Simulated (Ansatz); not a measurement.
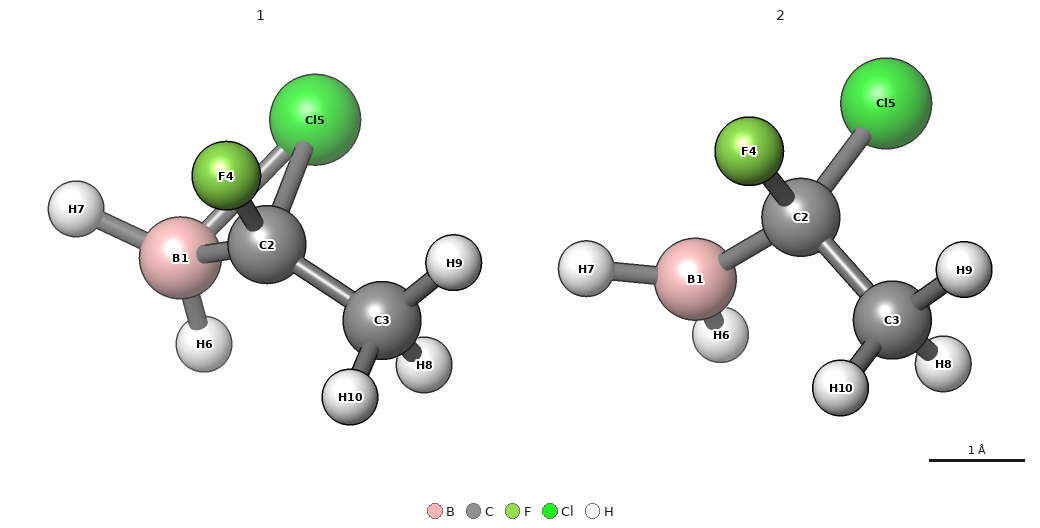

Two geometries of C2H5BClF (coarse preliminary run), drawn at one scale. One is the start of a relaxation, the other its converged end. Style: ball-and-stick. Shown at a tilt.

The calculation used RKS PBE-D4/def2-SVP in Ansatz 0.2.0. (force threshold 0.03 eV/Å; at most 200 steps)

**Which one is relaxed?**

Structure 1 is the relaxed one. The start comes from a force field. The largest move after the best rigid fit is that of H7, 0.75 Å. Largest moves by element: H 0.75 Å, Cl 0.64 Å, C 0.41 Å, F 0.32 Å, B 0.29 Å. Near-neighbour distances that change, for instance: B1–Cl5 2.735 → 2.049 Å, C2–Cl5 1.787 → 2.078 Å, C2–F4 1.413 → 1.336 Å, C2–C3 1.528 → 1.494 Å. Bond angles that change, for instance: B1–C2–Cl5 110.5° → 66.7°, B1–C2–C3 109.3° → 128.0°, B1–C2–F4 110.9° → 119.4°. Over 11 accepted moves (13 points after the start) the energy falls by 0.613 eV. The largest force component goes from 1.8 to 0.0091 eV/Å. The line search rejected the trial steps at points 9, 12 of the run. Cost: 15 s on 4 threads of Arm Neoverse V2 (shared host).
